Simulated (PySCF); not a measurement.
SMILES C[Si](C)(C)[NH], doublet at its GFN2-xTB optimised geometry (Å):

```
15

C     -1.1143    -1.1417     1.2814
Si    -0.0558    -0.1998     0.0000
C     -0.6126    -0.7498    -1.7697
C     -0.6119     1.6539     0.0000
N      1.6077    -0.1998     0.0000
H     -2.1815    -1.0347     1.1065
H     -0.9105    -0.7847     2.2873
H     -0.8854    -2.2039     1.2644
H     -0.0310    -0.2206    -2.5115
H     -1.6645    -0.5376    -1.9148
H     -0.4414    -1.8126    -1.8798
H     -1.6650     1.7291    -0.2405
H     -0.4356     2.0757     0.9807
H     -0.0339     2.2039    -0.7293
H      2.1815    -0.6890     0.6682
```

Computed with unrestricted PBE0/def2-TZVP run with PySCF. Cells within 0.4 Å of a nucleus heavier than hydrogen are left out (blank, or x).

Map of the log10 of the electron density (e/bohr³), floored at −4 on the plane z = 0.0 Å:

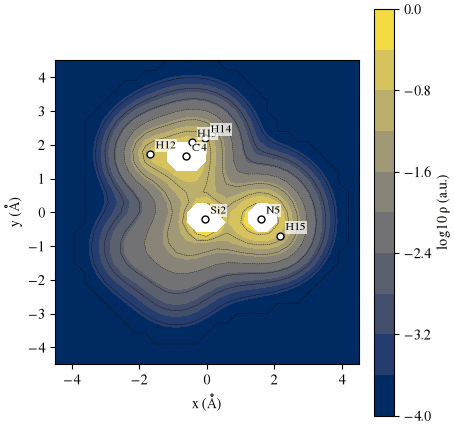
Figure. Log10 of the electron density (e/bohr³), floored at −4 on the plane z = 0.0 Å.
